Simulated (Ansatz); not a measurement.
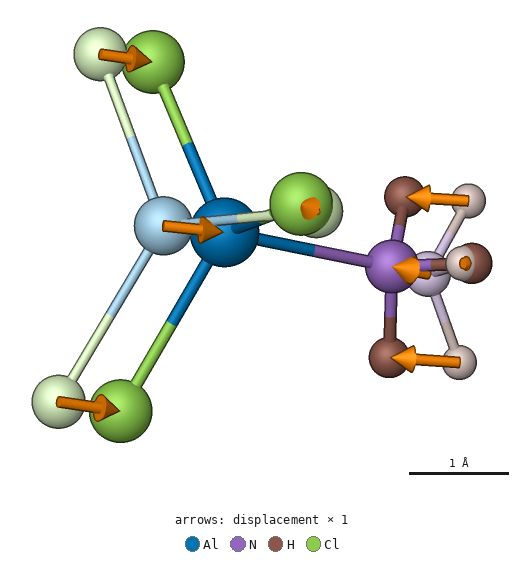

A relaxation of AlNH₃Cl₃. The starting structure is drawn faded, the final one solid; orange arrows show the displacements, at their true length. The two geometries are superimposed by the best rigid fit.

Style: ball-and-stick. Shown at a tilt.

The run prepares an end point of a later path (reaction) calculation, from a guessed geometry.

The calculation used RKS PBE0-D4/def2-SVP (Ansatz 0.2.0). (no spin polarisation; force threshold 0.03 eV/Å; at most 50 steps)

### What did the optimiser do to the structure, and how much energy did it gain?

After 7 geometry steps the energy has fallen by 134.0 kJ/mol. Largest force component: 1.4 eV/Å at the start, 0.012 eV/Å at the end. The largest move after the best rigid fit is that of an H atom, 0.74 Å. By element the largest moves are H 0.74 Å, Cl 0.72 Å, Al 0.64 Å, N 0.46 Å. Some distances before and after: Al–N 3.090 → 2.011 Å, Al–Cl 2.191 → 2.120 Å, Al–Cl 2.080 → 2.120 Å, H–N 1.038 → 1.022 Å. New bonds form, among them: Al–N (3.09 → 2.01 Å). Bond angles that change, for instance: Cl–Al–Cl 121.2° → 116.6°, Cl–Al–Cl 118.8° → 116.6°.

Limits of the set-up: the start holds two separate molecules, 2.6 Å apart at their closest, whose relative position is a soft coordinate.
